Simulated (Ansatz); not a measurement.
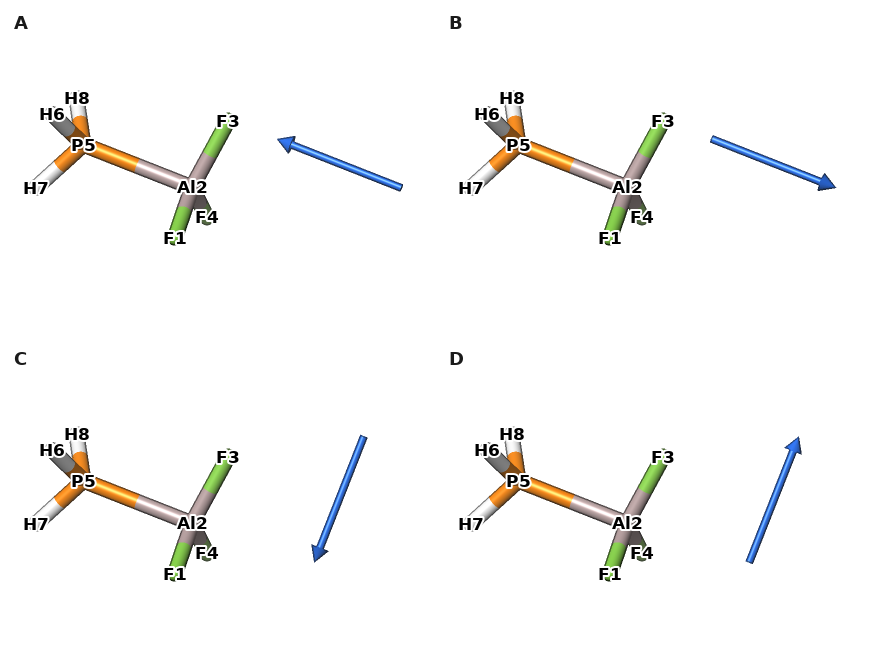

The same molecule four times, each with an arrow. The geometry was computed by an optimisation with PBE0-D4/def2-TZVP. Method: RKS PBE0-D4/def2-TZVP (Ansatz 0.2.0).

Which arrow points along the dipole moment, from the negative to the positive end?

A. The dipole moment is 5.73 D; it points from the side of F1, F3, F4 to the side of H6, H7, H8 (the outermost atoms at the two ends).
